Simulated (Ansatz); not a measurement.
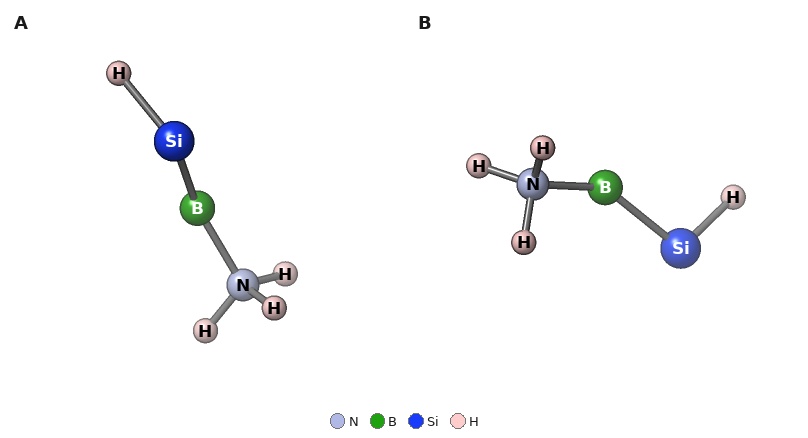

Depth is shown by fading: the farther an atom, the more it takes the colour of the background. Computed geometry: PBE-D4/def2-SVP optimisation. No frequency run is at hand to confirm it as a minimum.

Question: Can A be turned into B by a rotation alone?

Answer: Yes. They are the same structure, BH4NSi, seen from two directions. With point group Cs it is achiral, so its mirror image would be the same too.
